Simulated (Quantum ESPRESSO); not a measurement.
# Collinear magnetic orders of Fe2Ge with Quantum ESPRESSO, part 2 of 2

Does Fe2Ge prefer parallel or opposed moments, or none?

Quantum ESPRESSO 7.5; LDA; plane waves with GBRV 1.5 LDA potentials, no spin-orbit coupling.

So far, absolute magnetization (μB): step 2 (run 1 (ferro ++++)) 7.78; step 3 (run 2, typed as antiferro ++−−) 7.78.

### Step 4. Run 3 (antiferro +−+−)

pw.in reads:

```
&CONTROL
  calculation = 'scf'
  prefix = 'pwscf'
  outdir = './tmp'
  pseudo_dir = './pseudo'
  disk_io = 'nowf'
/
&SYSTEM
  ibrav = 0
  nat = 6
  ntyp = 3
  ecutwfc = 40
  ecutrho = 280
  nbnd = 58
  occupations = 'smearing'
  smearing = 'fd'
  degauss = 0.00734986
  nspin = 2
  starting_magnetization(1) = 0.175
  starting_magnetization(2) = -0.175
  starting_magnetization(3) = 0
/
&ELECTRONS
  conv_thr = 1.2d-08
  electron_maxstep = 150
  mixing_beta = 0.3
/
ATOMIC_SPECIES
Fe1    55.8450 fe_lda_v1.5.uspp.F.UPF
Fe2    55.8450 fe_lda_v1.5.uspp.F.UPF
Ge     72.6300 ge_lda_v1.4.uspp.F.UPF
CELL_PARAMETERS angstrom
   4.1328681392    0.0000000000    0.0000000000
  -2.0664340696    3.5791687991    0.0000000000
   0.0000000000    0.0000000000    5.0087520000
ATOMIC_POSITIONS crystal
Fe1     0.0000000000    0.0000000000    0.0000000000
Fe2     0.0000000000    0.0000000000    0.5000000000
Fe1     0.6666666700    0.3333333300    0.7500000000
Fe2     0.3333333300    0.6666666700    0.2500000000
Ge      0.6666666700    0.3333333300    0.2500000000
Ge      0.3333333300    0.6666666700    0.7500000000
K_POINTS automatic
8 8 8 0 0 0
```

On the command line:

```
> OMP_NUM_THREADS=1 mpirun -n 4 pw.x -nk 4 -in pw.in > pw.out
```

The program printed:

```text
     [... lines left out ...]
Program PWSCF v.7.5 starts
     [... lines left out ...]
     number of atoms/cell      =            6
     [... lines left out ...]
     number of electrons       =        92.00
     number of Kohn-Sham states=           58
     kinetic-energy cutoff     =      40.0000  Ry
     charge density cutoff     =     280.0000  Ry
     scf convergence threshold =      1.2E-08
     [... lines left out ...]
      6 Sym. Ops. (no inversion) found
     [... lines left out ...]
     number of k points=    65  Fermi-Dirac smearing, width (Ry)=  0.0073
     [... lines left out ...]
     iteration # 24     ecut=    40.00 Ry     beta= 0.30
     [... lines left out ...]
     Magnetic moment per site  (integrated on atomic sphere of radius R)
     atom   1 (R=0.238)  charge= 14.1905  magn=  1.9198
     atom   2 (R=0.238)  charge= 14.1905  magn= -1.9197
     atom   3 (R=0.238)  charge= 14.3261  magn=  1.3691
     atom   4 (R=0.238)  charge= 14.3261  magn= -1.3692
     atom   5 (R=0.238)  charge= 11.7459  magn=  0.0076
     atom   6 (R=0.238)  charge= 11.7459  magn= -0.0076
     [... lines left out ...]
     the Fermi energy is    16.9069 ev
!    total energy              =   -1427.40114889 Ry
     estimated scf accuracy    <          4.8E-09 Ry
     smearing contrib. (-TS)   =      -0.02032025 Ry
     [... lines left out ...]
     total magnetization       =    -0.00 Bohr mag/cell
     absolute magnetization    =     6.99 Bohr mag/cell
     convergence has been achieved in  24 iterations
```

Elapsed: 2.5 min, on 4 MPI ranks of Arm Neoverse V1, shared host; peak memory 0.67 GiB; 9.9 min of CPU time.

Spin moment in the atom's sphere by atom:

```
atom  spin moment in the atom's sphere (μB)
 Fe1                                   1.92
 Fe2                                  -1.92
 Fe3                                   1.37
 Fe4                                  -1.37
 Ge5                                   0.01
 Ge6                                  -0.01
```

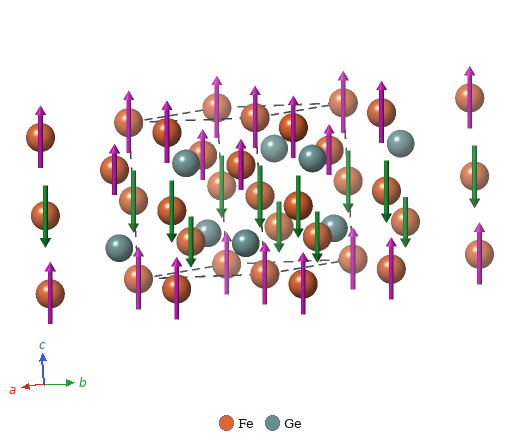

Spin moment in the atom's sphere as arrows, the longest 1.92 μB. Up and down stand for the sign. Arrows give size and sign along the axis of quantisation, drawn up and down the page. The two directions have two colours. 2×2×1 cells are drawn. Some periodic images of atoms are drawn too.

Numbers from this step:

```yaml
smearing_term_ts: 0.2765 eV
magnetization: 0 μB
absolute_magnetization: 6.994 μB
final_state: antiferromagnetic
```

### Step 5. Start 4: no spin polarisation

pw.in reads:

```
&CONTROL
  calculation = 'scf'
  prefix = 'pwscf'
  outdir = './tmp'
  pseudo_dir = './pseudo'
  disk_io = 'nowf'
/
&SYSTEM
  ibrav = 0
  nat = 6
  ntyp = 2
  ecutwfc = 40
  ecutrho = 280
  nbnd = 58
  occupations = 'smearing'
  smearing = 'fd'
  degauss = 0.00734986
/
&ELECTRONS
  conv_thr = 1.2d-08
  electron_maxstep = 150
  mixing_beta = 0.3
/
ATOMIC_SPECIES
Fe     55.8450 fe_lda_v1.5.uspp.F.UPF
Ge     72.6300 ge_lda_v1.4.uspp.F.UPF
CELL_PARAMETERS angstrom
   4.1328681392    0.0000000000    0.0000000000
  -2.0664340696    3.5791687991    0.0000000000
   0.0000000000    0.0000000000    5.0087520000
ATOMIC_POSITIONS crystal
Fe      0.0000000000    0.0000000000    0.0000000000
Fe      0.0000000000    0.0000000000    0.5000000000
Fe      0.6666666700    0.3333333300    0.7500000000
Fe      0.3333333300    0.6666666700    0.2500000000
Ge      0.6666666700    0.3333333300    0.2500000000
Ge      0.3333333300    0.6666666700    0.7500000000
K_POINTS automatic
8 8 8 0 0 0
```

The program printed:

```text
     [... lines left out ...]
Program PWSCF v.7.5 starts
     [... lines left out ...]
     number of atoms/cell      =            6
     [... lines left out ...]
     number of electrons       =        92.00
     number of Kohn-Sham states=           58
     kinetic-energy cutoff     =      40.0000  Ry
     charge density cutoff     =     280.0000  Ry
     scf convergence threshold =      1.2E-08
     [... lines left out ...]
     24 Sym. Ops., with inversion, found (12 have fractional translation)
     [... lines left out ...]
     number of k points=    50  Fermi-Dirac smearing, width (Ry)=  0.0073
     [... lines left out ...]
     iteration # 13     ecut=    40.00 Ry     beta= 0.30
     [... lines left out ...]
     the Fermi energy is    16.6155 ev
!    total energy              =   -1427.36737987 Ry
     estimated scf accuracy    <          1.3E-09 Ry
     smearing contrib. (-TS)   =      -0.03572971 Ry
     [... lines left out ...]
     convergence has been achieved in  13 iterations
```

Wall time 33 s (4 MPI ranks); peak memory 0.49 GiB; 2.2 min of CPU time.

Read from the output:

```yaml
smearing_term_ts: 0.4861 eV
final_state: non-magnetic (no spin polarisation)
```

### Step 6. The states side by side

An order is kept where moments of 0.15 μB or more survive with the typed signs; meshes match where a doubled cell samples the same k points as the first cell.

Orders:

```
               start        final state  typed order kept  energy over the lowest (meV a seeded atom)  largest site moment (μB)  net moment (μB a cell of the first run)  mesh matched  CPU time (s)
          ferro ++++      ferromagnetic               yes                                           0                     2.307                                      7.3           yes         354.1
      antiferro ++--      ferromagnetic                no                                           0                     2.328                                      7.3           yes           957
      antiferro +-+-  antiferromagnetic               yes                                       109.3                      1.92                                        0           yes         595.7
no spin polarisation       non-magnetic                 -                                       224.1                         0                                        0           yes         129.9
```

### Step 7. Summary of results

- lowest state found: ferromagnetic (from ferro ++++ and antiferro ++--)
- largest site moment: 2.31 μB
- next state with moments: antiferromagnetic, 109 meV a seeded atom higher
- state without moments: 224 meV a seeded atom higher

**Reading.** 1 start left the typed signs, so such an energy belongs to the state reached, not the one typed. This is the lowest of 4 collinear or spinless starts, no proof of the ground state. Energies are free energies at an electronic temperature of 1160 K, which lowers moments and differences where the moments are itinerant.

[Logs and program files are shortened in this print: banners, set-up blocks, solver, clock and traceback lines can be left out without a mark of their own.]

[Logs are printed without paths, hosts, clocks, repeated set-up lines and the standing remarks that a program may print on its own settings, such as how far it seeks lower states.]

[Hosts, paths, dates, database ids (printed as entryN), source tags and the programs' standing remarks are cut or masked in the printed files.]

[Where a cell is said to come from a database of computed structures, the database is the Materials Project.]
